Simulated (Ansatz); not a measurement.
# Mn2Cr: relaxing a made-up structure, part 2 of 2

Starting from a made-up structure for Mn2Cr, the aim is the relaxed cell, its shortest contacts and, where a second run follows, its electronic structure.

Ansatz 0.2.0; DFT, PBEsol, plane-wave PAW, files of the set soft_1, scalar-relativistic, ferromagnetic start, cell and ions relaxed at zero pressure; PAW set soft_1 (the session's first sound run).

So far: The structure; Relaxation of the guess. The relaxed cell has a = 6.397 Å (conventional setting).

## 3. Bands of the relaxed cell

A second self-consistent run takes a narrower smearing and the mesh shown in its input; the bands follow along the standard path of the relaxed lattice.

This step: DFT, PBEsol, plane-wave PAW, files of the set soft_1, scalar-relativistic, no spin, bands and density of states at the relaxed cell; PAW set soft_1 (Ansatz 0.2.0).

The input, input.yaml:

```yaml
crystal:
  lattice:
    - [0.0, 3.198341977, 3.198341977]
    - [3.198341977, 0.0, 3.198341977]
    - [3.198341977, 3.198341977, 0.0]
  atoms:
    - { symbol: Mn, position: [0.625, 0.125, 0.625] }
    - { symbol: Mn, position: [0.625, 0.625, 0.125] }
    - { symbol: Mn, position: [0.125, 0.625, 0.625] }
    - { symbol: Mn, position: [0.625, 0.625, 0.625] }
    - { symbol: Cr, position: [0.25, 0.25, 0.25] }
    - { symbol: Cr, position: [0.0, 0.0, 0.0] }
kpoints:
  mp_grid: { grid: [8, 8, 8] }
  band_path:
    path:
      - [[0.0, 0.0, 0.0], [0.5, 0.0, 0.5], [0.5, 0.25, 0.75], [0.375, 0.375, 0.75], [0.0, 0.0, 0.0], [0.5, 0.5, 0.5], [0.625, 0.25, 0.625], [0.5, 0.25, 0.75], [0.5, 0.5, 0.5], [0.375, 0.375, 0.75]]
      - [[0.625, 0.25, 0.625], [0.5, 0.0, 0.5]]
    npoints: 8
scf:
  occupations: { method: fermi_dirac, width: 0.03 }
  n_extra_bands: 10
hamiltonian:
  xc: pbesol
  pseudopotentials: { kind: paw, azcp: { folder: soft_1 }, xc_functional: pbe }
output:
  forces: true
  stress: true
  write_bands: true
  dos: { projected: true }
  write_density: true
  write_potential: true
  elf: true
  volumetric_format: npy
```

Launch:

```sh
ansatz run input.yaml --threads 4 --pin off --max-ram 10240MiB --backend cpu --events-out ev --progress --plain --runs-dir out
```

Numbers of over 12 decimals in the logs are rounded to 6 here.

Output:

```text
[...]
Crystal: 6 atoms, lattice volume = 65.434 Å³
Basis set: ecut = 420 eV, 1243 PW (Γ), exchange–correlation on 64×64×64 points (8 copies of the dense FFT grid, shifted against one another)
Bands: 54, of which v1, the nominal top of the filled ones, is band 44 counted from 1 (43 counted from 0)
Symmetry: 48 space group operations
[...]
k-points: 29 of 512
[...]
SCF iter   1: F=—  HF=-22200.526475 eV  |F-HF|=—  |Δ(HF+E_count)|=         —  Δρ=5.25e-1  dr2=2.90e2  ethr=3.10e-3  ⟨swp⟩=4.6  Hψ=4894  notcnv=0
[...]
SCF iter  13: F=-22172.969907 eV  HF=-22172.969907 eV  |F-HF|=9.61e-8  |Δ(HF+E_count)|=   1.28e-8  Δρ=1.17e-5  dr2=9.69e-8  ethr=1.14e-10  ⟨swp⟩=6.4  Hψ=7473  notcnv=0
SCF 1 converged in 13 iterations: F = -22172.969907 eV  dr2 = 9.69e-8
[...]
NSCF: frozen V_eff on 82 k-points
SCF converged after 13 iterations
Free energy (F): -22172.969907 eV
[...]
Internal energy: -22172.951507 eV  (E = F + TS)
E sigma→0 (E₀):  -22172.960707 eV
Entropy (-TS):   -0.018400 eV (-3.067 meV/atom)
Fermi energy:    19.982754 eV
[...]
--- Stress (GPa, compression-positive) ---
       -0.261601       0.000000       0.000000
        0.000000      -0.261601      -0.000000
       -0.000000       0.000000      -0.261601
  P = ⅓ Tr σ = -0.2616 GPa (-2.616 kbar)
--- Band table (eV; the first three rows and the last of 29) ---
  k-point 0: bands = [... 40 lower, 19.5005, 19.5005, 19.9110, 19.9110, 20.5125, 20.5125, 20.5125, 21.3910, ... 6 higher]
  k-point 1: bands = [... 40 lower, 19.5075, 19.5087, 19.8920, 19.8920, 20.4984, 20.5576, 20.5576, 20.9702, ... 6 higher]
  k-point 2: bands = [... 40 lower, 19.5408, 19.5516, 19.8231, 19.8231, 20.0776, 20.4646, 20.6620, 20.6620, ... 6 higher]
  k-point 28: bands = [... 40 lower, 18.7570, 18.7570, 19.7618, 19.7618, 20.5215, 20.5215, 20.6429, 20.6429, ... 6 higher]
```

Elapsed: 6.2 s, on 4 threads of Intel Xeon Platinum 8488C (Sapphire Rapids), shared host; peak memory 0.55 GiB; 22 s of CPU time.

This step gave:

| Quantity | Value |
| --- | --- |
| free energy | -22172.9699 eV |
| energy at zero smearing | -22172.9607 eV |
| smearing term TS | 0.01840 eV |
| pressure | -0.2616 GPa |

bands.tsv at the labelled points (eV, zero at the Fermi level; the bands that come nearest the Fermi level along the path):

```
point  band 41  band 42  band 43  band 44  band 45  band 46  band 47  band 48
    Γ    -0.48    -0.48    -0.07    -0.07     0.53     0.53     0.53     1.41
    X    -1.23    -1.23     0.03     0.03     0.40     0.40     0.45     0.45
    W    -1.23    -1.23    -0.22    -0.22     0.54     0.54     0.66     0.66
    K    -1.21    -0.63    -0.33    -0.32     0.38     0.77     0.78     0.96
    Γ    -0.48    -0.48    -0.07    -0.07     0.53     0.53     0.53     1.41
    L    -0.10    -0.10    -0.04    -0.04     0.23     0.23     0.43     0.51
    U    -1.21    -0.63    -0.33    -0.32     0.38     0.77     0.78     0.96
    W    -1.23    -1.23    -0.22    -0.22     0.54     0.54     0.66     0.66
    L    -0.10    -0.10    -0.04    -0.04     0.23     0.23     0.43     0.51
    K    -1.21    -0.63    -0.33    -0.32     0.38     0.77     0.78     0.96
    U    -1.21    -0.63    -0.33    -0.32     0.38     0.77     0.78     0.96
    X    -1.23    -1.23     0.03     0.03     0.40     0.40     0.45     0.45
```

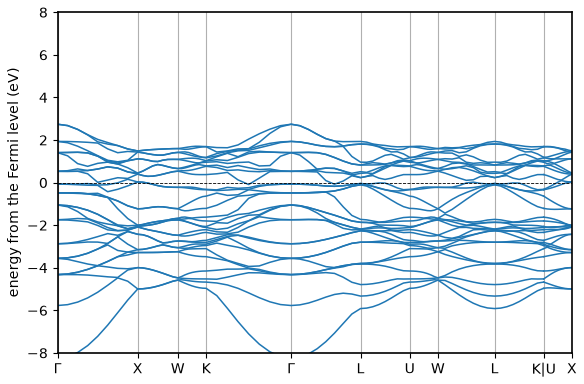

Bands along the path. 24 bands lie wholly below the window drawn.

States per cell as run, both spins, in windows of 1 eV, from dos.tsv (zero at the Fermi level):

| from | to | total |
| --- | --- | --- |
| -8 | -7 | 0.32 |
| -7 | -6 | 0.65 |
| -6 | -5 | 1.74 |
| -5 | -4 | 5.22 |
| -4 | -3 | 5.21 |
| -3 | -2 | 11.21 |
| -2 | -1 | 7.68 |
| -1 | 0 | 8.03 |
| 0 | 1 | 8.96 |

Below -8 eV lie 48.0 more states.

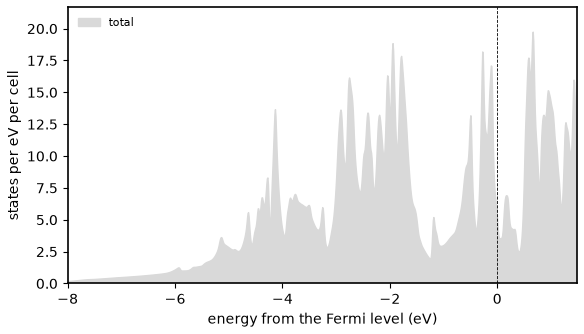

Total density of states, smoothed over about 0.04 eV.

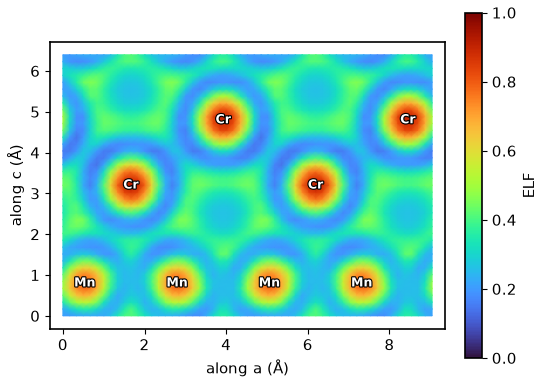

ELF in the ac plane of a cell with a along [110], b along [-110] and c along [001] of the cube at fractional y = 0.000, with atoms of Mn and Cr within 0.2 Å of it. It is the smooth field of the valence electrons, not physical close to the nuclei. The map starts off the cell's origin, so that atoms lie inside it.

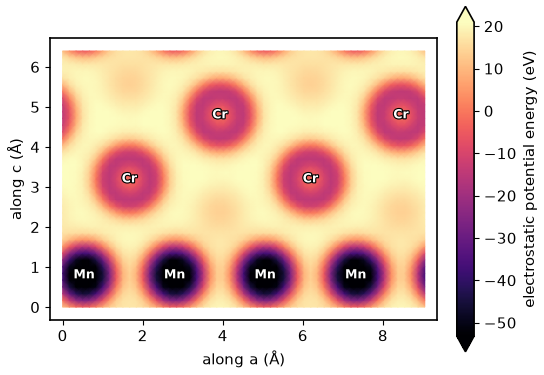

Electrostatic potential energy in the ac plane of a cell with a along [110], b along [-110] and c along [001] of the cube at fractional y = 0.000, with atoms of Mn and Cr within 0.2 Å of it. With pseudopotentials it is smooth inside the atoms' cores, unlike the true potential. The map starts off the cell's origin, so that atoms lie inside it.

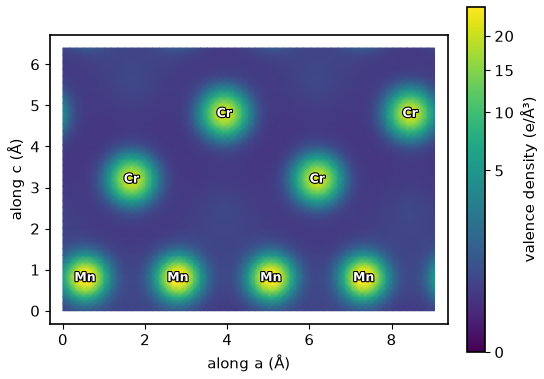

Valence density in the ac plane of a cell with a along [110], b along [-110] and c along [001] of the cube at fractional y = 0.000, with atoms of Mn and Cr within 0.2 Å of it. It is the smooth field of the valence electrons, not physical close to the nuclei. The map starts off the cell's origin, so that atoms lie inside it. The colour scale is stretched toward low values.

## 4. Results

| Quantity | Value |
| --- | --- |
| space group, relaxed | Fd-3m |
| conventional cell | a = 6.397, b = 6.397, c = 6.397 Å; α = 90.0°, β = 90.0°, γ = 90.0° |
| volume per atom | 10.91 Å³ (guess 12.64) |
| total moment | 0.00 μB in the cell of 6 atoms |

**Reading.** Mn2Cr relaxes to Fd-3m with a = 6.397, b = 6.397 and c = 6.397 Å. The guessed volume was 16 % too large. The space group Fd-3m was held in the relaxation, so the end point is a stationary structure within it and may be a saddle against distortions or other arrangements. The moments died out from this one start and weren't seeded again at the relaxed cell. Bands cross the Fermi level, so it is a metal or semimetal at this level. On the 8×8×8 mesh with the narrower smearing (relaxed on 7×7×7) the forces vanish, as symmetry may demand, and the largest stress component is 0.262 GPa, against the relaxation's thresholds of 0.015 eV/Å and 0.05 GPa. The cutoff wasn't tested. No dispersion term is used, so weakly bound directions may come out too long. Nothing here tests whether the compound is stable against decomposition.

[Logs are printed without paths, hosts, clocks, repeated set-up lines and the standing remarks that a program may print on its own settings, such as how far it seeks lower states.]

[Hosts, paths, dates, database ids (printed as entryN), source tags and the programs' standing remarks are cut or masked in the printed files.]
